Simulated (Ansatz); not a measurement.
# What W2NO2 monolayer distorts into, part 3 of 3

Aim: this structure of W2NO2 monolayer is to be tested for unstable modes, and one is followed downhill.

Ansatz 0.2.0; DFT LDA, scalar-relativistic, plane waves, PAW; PAW set soft_1.

So far. Step 4 (The mode frozen in, largest atomic shift 0.22 Å): The energy, extrapolated to zero smearing, is -12.23 meV/atom against the undistorted cell. Step 5 (Energy along the mode, all amplitudes (two of the runs …): The lowest of the steps tried is at 0.22 Å, 12.2 meV/atom below the parent; the bottom of the well need not coincide with a step.

### 6. Relaxing from the distorted cell (continued)

Relaxation path (22 of 28):

```
step  energy less that of the first step (eV)  largest force component (eV/Å)  volume (Å³)
   1                                   0.0000                          0.7664       555.55
   2                                  -0.2014                          1.0301       533.11
   4                                  -0.3574                          2.2062       502.40
   5                                  -0.5138                          0.6969       518.83
   6                                  -0.6411                          0.8427       509.45
   7                                  -0.7175                          1.6662       495.76
   9                                  -1.0515                          0.4250       479.37
  10                                  -1.1351                          0.5683       477.21
  11                                  -1.1872                          0.6118       474.13
  13                                  -1.2434                          0.3713       468.73
  14                                  -1.2477                          0.2049       472.97
  15                                  -1.2559                          0.0324       471.87
  16                                  -1.2563                          0.0160       471.66
  18                                  -1.2563                          0.0011       471.72
 19*                                  -1.2296                          0.0024       471.72
  20                                  -1.2304                          0.0159       470.88
  22                                  -1.2305                          0.0060       470.96
  23                                  -1.2305                          0.0028       470.95
  24                                  -1.2305                          0.0018       470.94
  25                                  -1.2305                          0.0016       470.93
  27                                  -1.2299                          0.0007       470.92
 28*                                  -1.2299                          0.0007       470.92
```

Relaxation steps marked * repeat the geometry before them on a plane-wave basis chosen anew for their cell, so energy and pressure can jump there. Other such steps can lie between the rows shown. Relaxation step 4 was tried and not accepted.

Forces are held to the 4 operations that the run works with; a distortion that breaks them can't arise in this run.

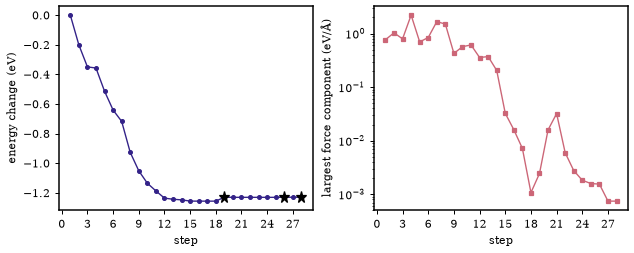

Energy and largest force along the relaxation. Stars mark steps on a basis chosen anew.

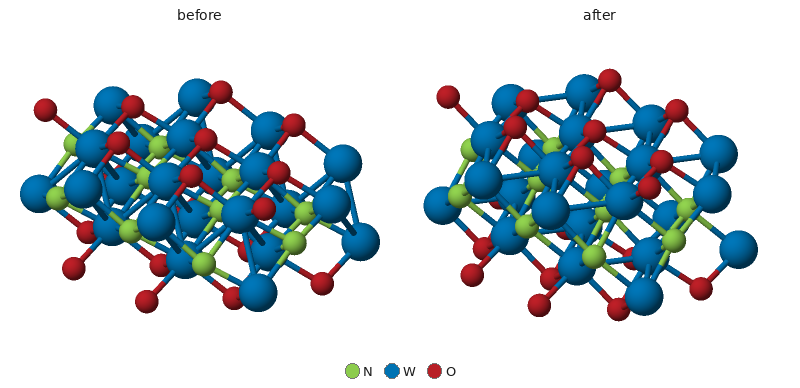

The structure before and after the relaxation, drawn at the same scale.

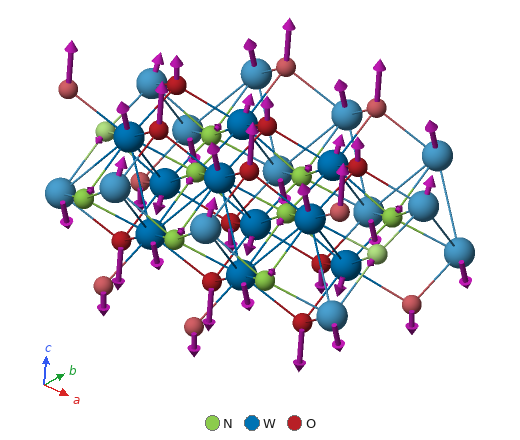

Displacements in the relaxation, exaggerated, measured against the changing cell; the longest in the cell stands for 0.57 Å. 2×1×1 cells are drawn. Some periodic images of atoms are drawn too.

```csv
cell as run,before,after,change
a (Å),3.137,2.885,-8.0 %
b (Å),5.433,5.007,-7.8 %
```

The atoms that moved most (Å, along periodic axes as changes of fractional coordinates times the final cell, across vacuum about the mean position):

```csv
atom,dx,dy,dz,length
O7,0.000,-0.018,0.574,0.574
O9,0.000,0.018,-0.574,0.574
W5,0.000,0.168,-0.420,0.453
W3,0.000,-0.168,0.420,0.453
O8,0.000,-0.048,0.336,0.339
O10,0.000,0.048,-0.336,0.339
W6,0.000,-0.073,-0.237,0.248
W4,0.000,0.073,0.237,0.248
```

Final coordinates:

```cif
data_structure
_symmetry_space_group_name_H-M 'P 1'
_symmetry_Int_Tables_number 1
_cell_length_a 2.8848
_cell_length_b 5.0075
_cell_length_c 32.6000
_cell_angle_alpha 90.000
_cell_angle_beta 90.000
_cell_angle_gamma 90.000
_cell_volume 470.92
loop_
_atom_site_label
_atom_site_type_symbol
_atom_site_fract_x
_atom_site_fract_y
_atom_site_fract_z
_atom_site_occupancy
N1 N 0.50000 0.49101 0.31174 1
N2 N 0.00000 0.00899 0.30176 1
W3 W 0.00000 0.28211 0.35144 1
W4 W 0.50000 0.86557 0.34518 1
W5 W 0.50000 0.21789 0.26205 1
W6 W 0.00000 0.63443 0.26832 1
O7 O 0.50000 0.16201 0.39040 1
O8 O 0.00000 0.65823 0.37639 1
O9 O 0.00000 0.33799 0.22310 1
O10 O 0.50000 0.84177 0.23710 1
```

Numbers from this step:

```yaml
area_per_atom: 1.445 Å²
```

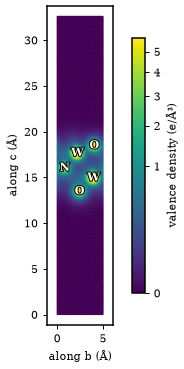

Valence density in the bc plane at fractional x = 0.000, with atoms of N and W and O within 0.2 Å of it. It is the smooth field of the valence electrons, not physical close to the nuclei. The map starts off the cell's origin, so that atoms lie inside it. The colour scale is stretched toward low values.

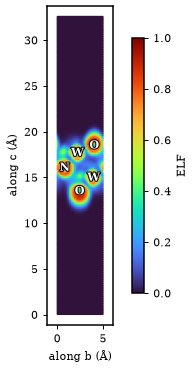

ELF in the bc plane at fractional x = 0.000, with atoms of N and W and O within 0.2 Å of it. It is the smooth field of the valence electrons, not physical close to the nuclei. The map starts off the cell's origin, so that atoms lie inside it.

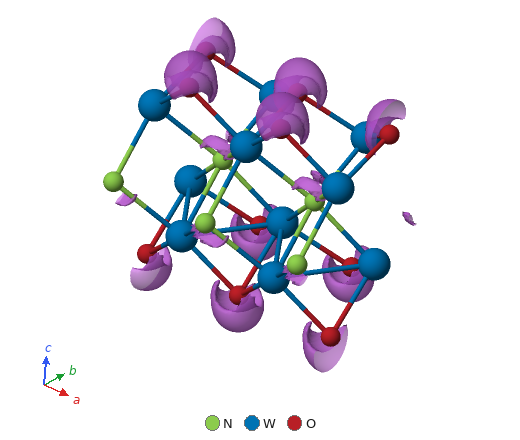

Surface of ELF = 0.81. 2×1×1 cells are drawn.

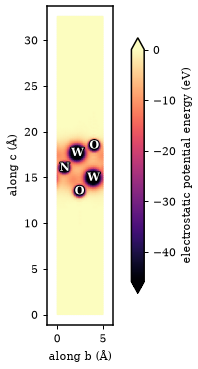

Electrostatic potential energy in the bc plane at fractional x = 0.000, with atoms of N and W and O within 0.2 Å of it. With pseudopotentials it is smooth inside the atoms' cores, unlike the true potential. The map starts off the cell's origin, so that atoms lie inside it.

The distorted start has space group P2_1/m; the relaxation ends in P2_1/m.

### 7. Outcome

| Quantity | Value |
| --- | --- |
| unstable mode of the parent | q = (0, -0.5, 0), 135i cm⁻¹ |
| depth at the lowest point sampled | 12.2 meV/atom |
| largest atomic shift at that point | 0.22 Å |
| space group reached (within 0.01 Å) | P2_1/m |
| energy gained over the parent (first relaxation, on the mesh of the frozen mode) | 135 meV/atom |
| area per atom, phase reached | 1.45 Å² |

From this start the structure relaxes into P2_1/m, 135 meV/atom below the parent. At the parent's cell the well is 12.23 meV/atom deep on the steps tried, with its lowest point at a shift of 0.22 Å. Relaxing atoms and cell changes the gain by +123.20 meV/atom against the lowest step (energies at zero smearing). Most of the total comes from this relaxation. The frozen pattern makes up only 20 % of the final shifts of the atoms, so other modes or strain give most of the change. The modes of the phase reached were not computed on this path. Of the 2 patterns followed to their end from this parent, this one reaches the lowest energy. Each path keeps the symmetry of its pattern, so a lower phase may lie along a pattern not tried. With no gap, or one that is small against the smearing, the frequencies hang on the k mesh and the smearing, most of all near Kohn anomalies. The phonon runs are without spin polarisation, although the cell has an odd electron count. In a sheet or slab the interpolated bending branch near Γ is rough, since the rotational sum rule isn't imposed. Spin-orbit coupling is left out, which can matter for the heavy elements here. The PAW files were made for PBE and serve the other functionals too. A phonon run warned that its eigensolver left some bands unconverged in a pass. The starting cell was built on a prototype and not taken from a measurement.

[Logs are printed without paths, hosts, clocks, repeated set-up lines and the standing remarks that a program may print on its own settings, such as how far it seeks lower states.]

[Hosts, paths, dates, database ids (printed as entryN), source tags and the programs' standing remarks are cut or masked in the printed files.]
